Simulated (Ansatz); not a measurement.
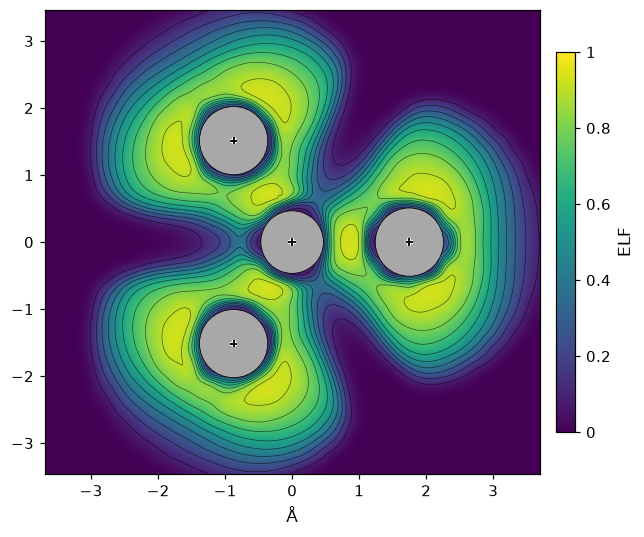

The electron localisation function on a plane through atoms (crosses mark nuclei in the plane; grey discs cover the cores).

Level of theory: RHF/def2-SVP (Ansatz).

Candidates:
A. BCl3
B. ClH3HfO3

**Which system is this?**

Candidate A: BCl3 on the molecular plane, which holds B and Cl. B–Cl (1.75 Å): the ELF peaks at about 0.95 between the atoms, as expected for a shared but strongly polarised pair.
